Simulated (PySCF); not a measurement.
## Run report: C3H7AlF (charge −1), single-point calculation

The run: single-point calculation of C3H7AlF, charge −1, multiplicity 3, SMILES C=C[CH2][AlH2-][F]. Method and program: HF/ma-def2-SVP, UHF (PySCF 2.14.0).

The geometry is that of the parent species in another charge or spin state. The geometry comes from this level: GFN2-xTB.

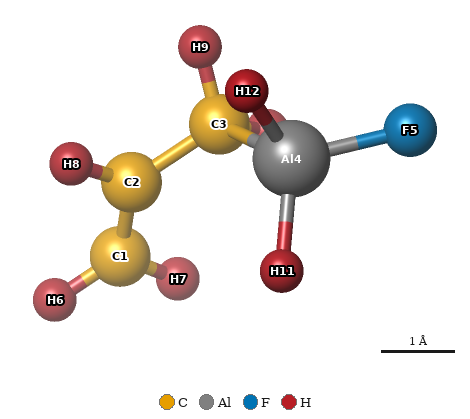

*The structure as given in the input (ball-and-stick view, seen at a tilt; atoms are numbered from 1 in the order of the input). Sticks mark near contacts.*

Bond lengths as drawn: Al–C 2.09 Å, Al–F 1.69 Å, Al–H 1.59 to 1.60 Å, C–C 1.33 to 1.46 Å and C–H 1.08 to 1.10 Å.

**The input (run.py)**
```python
from pyscf import gto

mol = gto.M(
    atom=[
    ('C', (-0.787110, 0.391360, 1.919800)),
    ('C', (0.137690, -0.162750, 1.136750)),
    ('C', (0.719360, 0.419090, -0.069060)),
    ('Al', (-0.020480, -0.474510, -1.811930)),
    ('F', (0.116620, 0.643800, -3.073770)),
    ('H', (-1.231130, -0.133400, 2.753640)),
    ('H', (-1.173290, 1.380000, 1.722230)),
    ('H', (0.477160, -1.167670, 1.377880)),
    ('H', (1.801780, 0.223110, -0.094300)),
    ('H', (0.583400, 1.509480, -0.073350)),
    ('H', (-1.544120, -0.901500, -1.650090)),
    ('H', (0.920130, -1.727010, -2.137800)),
],
    max_memory=1860,
    spin=2,
    charge=-1,
    basis='ma-def2-svp',
    verbose=4,
)

mf = mol.UHF()
mf.conv_tol = 1e-10
mf.kernel()
if not mf.converged:
    mf = mf.newton().run(mf.mo_coeff, mf.mo_occ)

e_tot = mf.e_tot
print(f'total energy: {e_tot:.8f} hartree')
```

Hardware: 1 thread of Arm Neoverse V2, 24 GiB of memory available, shared host.

Launch command:
```bash
OMP_NUM_THREADS=1 python run.py
```

**Log**
```
PySCF version 2.14.0

[INPUT] num. atoms = 12
[INPUT] num. electrons = 48
[INPUT] charge = -1
[INPUT] spin (= nelec alpha-beta = 2S) = 2
[INPUT] symmetry False subgroup None
[INPUT] Mole.unit = angstrom
[INPUT] Symbol           X                Y                Z      unit          X                Y                Z       unit  Magmom
[INPUT]  1 C     -0.787110000000   0.391360000000   1.919800000000 AA   -1.487422329906   0.739563216110   3.627896213940 Bohr   0.0
[INPUT]  2 C      0.137690000000  -0.162750000000   1.136750000000 AA    0.260196390091  -0.307552926773   2.148146172099 Bohr   0.0
[INPUT]  3 C      0.719360000000   0.419090000000  -0.069060000000 AA    1.359393384967   0.791965321544  -0.130504486162 Bohr   0.0
[INPUT]  4 Al    -0.020480000000  -0.474510000000  -1.811930000000 AA   -0.038701591031  -0.896693943367  -3.424051456883 Bohr   0.0
[INPUT]  5 F      0.116620000000   0.643800000000  -3.073770000000 AA    0.220379860647   1.216605678995  -5.808583469904 Bohr   0.0
[INPUT]  6 H     -1.231130000000  -0.133400000000   2.753640000000 AA   -2.326498523736  -0.252089465017   5.203625445647 Bohr   0.0
[INPUT]  7 H     -1.173290000000   1.380000000000   1.722230000000 AA   -2.217196764691   2.607822051900   3.254543023510 Bohr   0.0
[INPUT]  8 H      0.477160000000  -1.167670000000   1.377880000000 AA    0.901701717597  -2.206576503871   2.603815832516 Bohr   0.0
[INPUT]  9 H      1.801780000000   0.223110000000  -0.094300000000 AA    3.404870736719   0.421616795652  -0.178201173546 Bohr   0.0
[INPUT] 10 H      0.583400000000   1.509480000000  -0.073350000000 AA    1.102466221071   2.852503790508  -0.138611411237 Bohr   0.0
[INPUT] 11 H     -1.544120000000  -0.901500000000  -1.650090000000 AA   -2.917963903463  -1.703588101295  -3.118218180884 Bohr   0.0
[INPUT] 12 H      0.920130000000  -1.727010000000  -2.137800000000 AA    1.738793698996  -3.263575914385  -4.039856509095 Bohr   0.0

nuclear repulsion = 202.238883401172
number of shells = 56
number of NR pGTOs = 180
number of NR cGTOs = 108
basis = ma-def2-svp
ecp = {}

******** <class 'pyscf.scf.uhf.UHF'> ********
method = UHF
initial guess = minao
damping factor = 0
level_shift factor = 0
DIIS = <class 'pyscf.scf.diis.CDIIS'>
diis_start_cycle = 1
diis_space = 8
diis_damp = 0
SCF conv_tol = 1e-10
SCF conv_tol_grad = None
SCF max_cycles = 50
direct_scf = True
direct_scf_tol = 1e-13
number electrons alpha = 25  beta = 23
Set gradient conv threshold to 1e-05
init E= -458.973344524609
  alpha nocc = 25  HOMO = 0.029517848481782  LUMO = 0.0390531860142489
  beta  nocc = 23  HOMO = -0.316778457318542  LUMO = -0.215663930863974

WARN: HOMO 0.029517848481782 >= LUMO -0.215663930863974

cycle= 1 E= -458.55279278248  delta_E= 0.421  |g|= 0.449  |ddm|=  3.2
  alpha nocc = 25  HOMO = 0.0474421715368987  LUMO = 0.152928792829355
  beta  nocc = 23  HOMO = -0.196113648193086  LUMO = 0.00159255236602096

WARN: HOMO 0.0474421715368987 >= LUMO 0.00159255236602096

cycle= 2 E= -458.651278879217  delta_E= -0.0985  |g|= 0.318  |ddm|= 5.31
  alpha nocc = 25  HOMO = 0.0558239255299773  LUMO = 0.167789827339496
  beta  nocc = 23  HOMO = -0.222547553665893  LUMO = 0.0761240599859878
  HOMO = 0.05582392553  LUMO = 0.076124059986  gap/eV = 0.55239
cycle= 3 E= -458.694394630547  delta_E= -0.0431  |g|= 0.054  |ddm|= 1.42
  alpha nocc = 25  HOMO = 0.0366913916150677  LUMO = 0.172770140321165
  beta  nocc = 23  HOMO = -0.229692759521743  LUMO = 0.104620172409573
  HOMO = 0.0366913916151  LUMO = 0.10462017241  gap/eV = 1.84844
cycle= 4 E= -458.704422370534  delta_E= -0.01  |g|= 0.0357  |ddm|= 2.32
  alpha nocc = 25  HOMO = 0.0305698100944936  LUMO = 0.173454765162021
  beta  nocc = 23  HOMO = -0.222445064742312  LUMO = 0.117852183718735
  HOMO = 0.0305698100945  LUMO = 0.117852183719  gap/eV = 2.37507
cycle= 5 E= -458.710541286831  delta_E= -0.00612  |g|= 0.0347  |ddm|= 0.943
  alpha nocc = 25  HOMO = 0.0237600933976001  LUMO = 0.17365747998609
  beta  nocc = 23  HOMO = -0.216542686130984  LUMO = 0.125965457462665
  HOMO = 0.0237600933976  LUMO = 0.125965457463  gap/eV = 2.78115
cycle= 6 E= -458.715098248118  delta_E= -0.00456  |g|= 0.0362  |ddm|= 1.29
  alpha nocc = 25  HOMO = 0.0291184286441108  LUMO = 0.173350755341681
  beta  nocc = 23  HOMO = -0.224606588745111  LUMO = 0.117513706268272
  HOMO = 0.0291184286441  LUMO = 0.117513706268  gap/eV = 2.40536
cycle= 7 E= -458.708510302416  delta_E= 0.00659  |g|= 0.0325  |ddm|= 3.49
  alpha nocc = 25  HOMO = 0.0266764364089243  LUMO = 0.170295718913974
  beta  nocc = 23  HOMO = -0.24105249765698  LUMO = 0.0992548009509373
  HOMO = 0.0266764364089  LUMO = 0.0992548009509  gap/eV = 1.97496
cycle= 8 E= -458.697127043372  delta_E= 0.0114  |g|= 0.022  |ddm|= 20.7
  alpha nocc = 25  HOMO = 0.0346514112205867  LUMO = 0.168578154853591
  beta  nocc = 23  HOMO = -0.245132417561444  LUMO = 0.0927678681730826
  HOMO = 0.0346514112206  LUMO = 0.0927678681731  gap/eV = 1.58143
cycle= 9 E= -458.697692823934  delta_E= -0.000566  |g|= 0.0195  |ddm|= 10.6
  alpha nocc = 25  HOMO = 0.0444911741651852  LUMO = 0.168225045484936
  beta  nocc = 23  HOMO = -0.247255661356936  LUMO = 0.0879667712900543
  HOMO = 0.0444911741652  LUMO = 0.0879667712901  gap/eV = 1.18303
cycle= 10 E= -458.699633218275  delta_E= -0.00194  |g|= 0.0153  |ddm|= 8.66
  alpha nocc = 25  HOMO = 0.0487447242715175  LUMO = 0.168723506893826
  beta  nocc = 23  HOMO = -0.245597765910156  LUMO = 0.0888133771494535
  HOMO = 0.0487447242715  LUMO = 0.0888133771495  gap/eV = 1.09032
cycle= 11 E= -458.70096731751  delta_E= -0.00133  |g|= 0.0127  |ddm|= 7.28
  alpha nocc = 25  HOMO = 0.0448335534349003  LUMO = 0.168924784803778
  beta  nocc = 23  HOMO = -0.243549724273201  LUMO = 0.0928261322433093
  HOMO = 0.0448335534349  LUMO = 0.0928261322433  gap/eV = 1.30594
cycle= 12 E= -458.703099733747  delta_E= -0.00213  |g|= 0.0118  |ddm|=   10
  alpha nocc = 25  HOMO = 0.0373316985753673  LUMO = 0.16818287104794
  beta  nocc = 23  HOMO = -0.245543297674926  LUMO = 0.0909016661034436
  HOMO = 0.0373316985754  LUMO = 0.0909016661034  gap/eV = 1.45771
cycle= 13 E= -458.704490904332  delta_E= -0.00139  |g|= 0.0111  |ddm|= 12.1
  alpha nocc = 25  HOMO = 0.0342040707934332  LUMO = 0.166603671666474
  beta  nocc = 23  HOMO = -0.247696773658851  LUMO = 0.0919726548263311
  HOMO = 0.0342040707934  LUMO = 0.0919726548263  gap/eV = 1.57196
cycle= 14 E= -458.707246171265  delta_E= -0.00276  |g|= 0.0101  |ddm|= 21.7
  alpha nocc = 25  HOMO = 0.0355559798301943  LUMO = 0.16604456799817
  beta  nocc = 23  HOMO = -0.247353943176561  LUMO = 0.0927862861111213
  HOMO = 0.0355559798302  LUMO = 0.0927862861111  gap/eV = 1.55732
cycle= 15 E= -458.708634647417  delta_E= -0.00139  |g|= 0.00981  |ddm|= 13.1
  alpha nocc = 25  HOMO = 0.0334005948241254  LUMO = 0.165600173299353
  beta  nocc = 23  HOMO = -0.247066160300377  LUMO = 0.0939143082020988
  HOMO = 0.0334005948241  LUMO = 0.0939143082021  gap/eV = 1.64666
cycle= 16 E= -458.710195388857  delta_E= -0.00156  |g|= 0.00781  |ddm|= 17.2
  alpha nocc = 25  HOMO = 0.0197943436339676  LUMO = 0.164350447351616
  beta  nocc = 23  HOMO = -0.248689211070521  LUMO = 0.0939232616177432
  HOMO = 0.019794343634  LUMO = 0.0939232616177  gap/eV = 2.01715
cycle= 17 E= -458.711088441533  delta_E= -0.000893  |g|= 0.00603  |ddm|= 11.4
  alpha nocc = 25  HOMO = 0.0420505103157085  LUMO = 0.166620138713099
  beta  nocc = 23  HOMO = -0.245695856662924  LUMO = 0.0883442313388918
  HOMO = 0.0420505103157  LUMO = 0.0883442313389  gap/eV = 1.25972
cycle= 18 E= -458.710798946556  delta_E= 0.000289  |g|= 0.00595  |ddm|= 4.63
  alpha nocc = 25  HOMO = 0.0253672049747955  LUMO = 0.164476538961742
  beta  nocc = 23  HOMO = -0.248586934148888  LUMO = 0.0886333372135302
  HOMO = 0.0253672049748  LUMO = 0.0886333372135  gap/eV = 1.72156
cycle= 19 E= -458.711531461982  delta_E= -0.000733  |g|= 0.00247  |ddm|= 17.8
  alpha nocc = 25  HOMO = 0.0256946635490154  LUMO = 0.163950178482468
  beta  nocc = 23  HOMO = -0.249080221361617  LUMO = 0.0905861142152578
  HOMO = 0.025694663549  LUMO = 0.0905861142153  gap/eV = 1.76579
cycle= 20 E= -458.711559295741  delta_E= -2.78e-05  |g|= 0.00212  |ddm|= 1.26
  alpha nocc = 25  HOMO = 0.0279061426684679  LUMO = 0.164293476573761
  beta  nocc = 23  HOMO = -0.248488475913953  LUMO = 0.0895202723454047
  HOMO = 0.0279061426685  LUMO = 0.0895202723454  gap/eV = 1.67661
cycle= 21 E= -458.711576519386  delta_E= -1.72e-05  |g|= 0.000971  |ddm|= 1.49
  alpha nocc = 25  HOMO = 0.0271294085810103  LUMO = 0.164266846819401
  beta  nocc = 23  HOMO = -0.248466048649149  LUMO = 0.0896694568787186
  HOMO = 0.027129408581  LUMO = 0.0896694568787  gap/eV = 1.70180
cycle= 22 E= -458.711584513771  delta_E= -7.99e-06  |g|= 0.000595  |ddm|= 1.09
  alpha nocc = 25  HOMO = 0.0281041359379985  LUMO = 0.164384890147899
  beta  nocc = 23  HOMO = -0.248374308675554  LUMO = 0.0891148947557814
  HOMO = 0.028104135938  LUMO = 0.0891148947558  gap/eV = 1.66019
cycle= 23 E= -458.711586625483  delta_E= -2.11e-06  |g|= 0.000443  |ddm|= 0.963
  alpha nocc = 25  HOMO = 0.0275266160577639  LUMO = 0.16436361761087
  beta  nocc = 23  HOMO = -0.248382043817577  LUMO = 0.0892984702324813
  HOMO = 0.0275266160578  LUMO = 0.0892984702325  gap/eV = 1.68090
cycle= 24 E= -458.711588065858  delta_E= -1.44e-06  |g|= 0.000231  |ddm|= 0.425
  alpha nocc = 25  HOMO = 0.0275968051892139  LUMO = 0.164396303739165
  beta  nocc = 23  HOMO = -0.24836653039985  LUMO = 0.0892253221375316
  HOMO = 0.0275968051892  LUMO = 0.0892253221375  gap/eV = 1.67700
cycle= 25 E= -458.711588649578  delta_E= -5.84e-07  |g|= 0.000148  |ddm|= 0.387
  alpha nocc = 25  HOMO = 0.0275503842229456  LUMO = 0.164404167724915
  beta  nocc = 23  HOMO = -0.248361690919038  LUMO = 0.0892041081997874
  HOMO = 0.0275503842229  LUMO = 0.0892041081998  gap/eV = 1.67768
cycle= 26 E= -458.711588846468  delta_E= -1.97e-07  |g|= 7.12e-05  |ddm|= 0.304
  alpha nocc = 25  HOMO = 0.0275820699395366  LUMO = 0.164413376030021
  beta  nocc = 23  HOMO = -0.248350202481931  LUMO = 0.0891963334311892
  HOMO = 0.0275820699395  LUMO = 0.0891963334312  gap/eV = 1.67661
cycle= 27 E= -458.711588890864  delta_E= -4.44e-08  |g|= 3.85e-05  |ddm|= 0.161
  alpha nocc = 25  HOMO = 0.0275811733725533  LUMO = 0.164415353569138
  beta  nocc = 23  HOMO = -0.248350941632327  LUMO = 0.0891932291827744
  HOMO = 0.0275811733726  LUMO = 0.0891932291828  gap/eV = 1.67655
cycle= 28 E= -458.711588902094  delta_E= -1.12e-08  |g|= 2.53e-05  |ddm|= 0.0855
  alpha nocc = 25  HOMO = 0.0275852228266595  LUMO = 0.164415696122543
  beta  nocc = 23  HOMO = -0.248351475416795  LUMO = 0.0892010096925198
  HOMO = 0.0275852228267  LUMO = 0.0892010096925  gap/eV = 1.67665
cycle= 29 E= -458.711588906708  delta_E= -4.61e-09  |g|= 1.75e-05  |ddm|= 0.0385
  alpha nocc = 25  HOMO = 0.0275860026118195  LUMO = 0.16441606328107
  beta  nocc = 23  HOMO = -0.248351149941346  LUMO = 0.089201387190224
  HOMO = 0.0275860026118  LUMO = 0.0892013871902  gap/eV = 1.67664
cycle= 30 E= -458.711588909323  delta_E= -2.62e-09  |g|= 1.25e-05  |ddm|= 0.036
  alpha nocc = 25  HOMO = 0.0275889207346305  LUMO = 0.164415843535384
  beta  nocc = 23  HOMO = -0.248353169165285  LUMO = 0.0892027477719619
  HOMO = 0.0275889207346  LUMO = 0.089202747772  gap/eV = 1.67660
cycle= 31 E= -458.711588911522  delta_E= -2.2e-09  |g|= 9.43e-06  |ddm|= 0.0336
  alpha nocc = 25  HOMO = 0.0275906942330879  LUMO = 0.164415383492774
  beta  nocc = 23  HOMO = -0.248354663840474  LUMO = 0.0892015313463852
  HOMO = 0.0275906942331  LUMO = 0.0892015313464  gap/eV = 1.67652
cycle= 32 E= -458.711588912759  delta_E= -1.24e-09  |g|= 9.01e-06  |ddm|= 0.0256
  alpha nocc = 25  HOMO = 0.0275908879271469  LUMO = 0.164415305005612
  beta  nocc = 23  HOMO = -0.248355099637108  LUMO = 0.0891999433508186
  HOMO = 0.0275908879271  LUMO = 0.0891999433508  gap/eV = 1.67647
cycle= 33 E= -458.711588913116  delta_E= -3.57e-10  |g|= 9.39e-06  |ddm|= 0.00354
  alpha nocc = 25  HOMO = 0.0275903548874323  LUMO = 0.164415509256087
  beta  nocc = 23  HOMO = -0.248354278663594  LUMO = 0.0892020111688012
  HOMO = 0.0275903548874  LUMO = 0.0892020111688  gap/eV = 1.67654
cycle= 34 E= -458.711588912662  delta_E= 4.54e-10  |g|= 8.65e-06  |ddm|= 0.00276
  alpha nocc = 25  HOMO = 0.0275897473905991  LUMO = 0.164416064207949
  beta  nocc = 23  HOMO = -0.248352888451715  LUMO = 0.0892062025967784
  HOMO = 0.0275897473906  LUMO = 0.0892062025968  gap/eV = 1.67667
cycle= 35 E= -458.711588912351  delta_E= 3.11e-10  |g|= 7.2e-06  |ddm|= 0.0146
  alpha nocc = 25  HOMO = 0.0275874400392384  LUMO = 0.164417735918035
  beta  nocc = 23  HOMO = -0.248349058535102  LUMO = 0.0892125588419797
  HOMO = 0.0275874400392  LUMO = 0.089212558842  gap/eV = 1.67690
cycle= 36 E= -458.711588912217  delta_E= 1.34e-10  |g|= 3.3e-06  |ddm|= 0.0393
  alpha nocc = 25  HOMO = 0.0275867146016102  LUMO = 0.164418310855325
  beta  nocc = 23  HOMO = -0.248347659481847  LUMO = 0.0892144964026524
  HOMO = 0.0275867146016  LUMO = 0.0892144964027  gap/eV = 1.67698
cycle= 37 E= -458.711588912217  delta_E=    0  |g|= 1.93e-06  |ddm|= 0.0155
  alpha nocc = 25  HOMO = 0.0275868079459798  LUMO = 0.16441823239612
  beta  nocc = 23  HOMO = -0.248347790122831  LUMO = 0.0892140872770302
  HOMO = 0.027586807946  LUMO = 0.089214087277  gap/eV = 1.67696
```

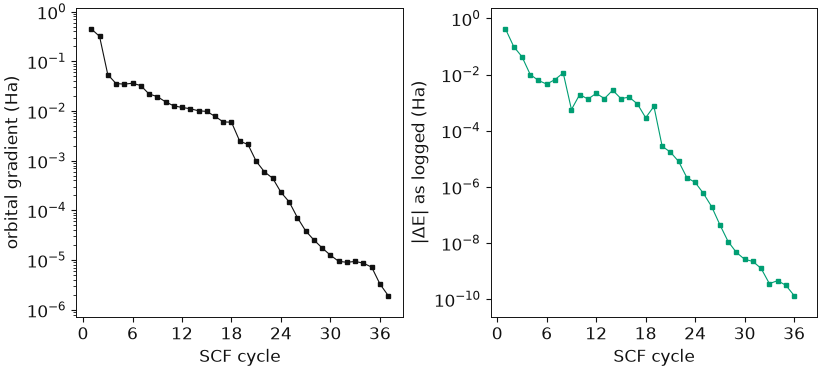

*Convergence of the self-consistent field: orbital gradient and size of the energy change against the SCF cycle.*

The residual lingers near 0.015 from about step 4 to 15 before it falls again.

```
Extra cycle  E= -458.711588912235  delta_E= -1.86e-11  |g|= 1.61e-06  |ddm|= 0.000734
converged SCF energy = -458.711588912235  <S^2> = 2.028638  2S+1 = 3.0190316
total energy: -458.71158891 hartree
```

**Summary**

- outcome: converged
- total energy: −458.711589 hartree
- basis functions: 108
- ⟨S²⟩: 2.029
- wall time: 7.2 s
- peak memory: 0.25 GiB

**Notes**

The record of the run, not the program, notes: dipole of an ion depends on the origin; logged alpha LUMO and gap are faulty.
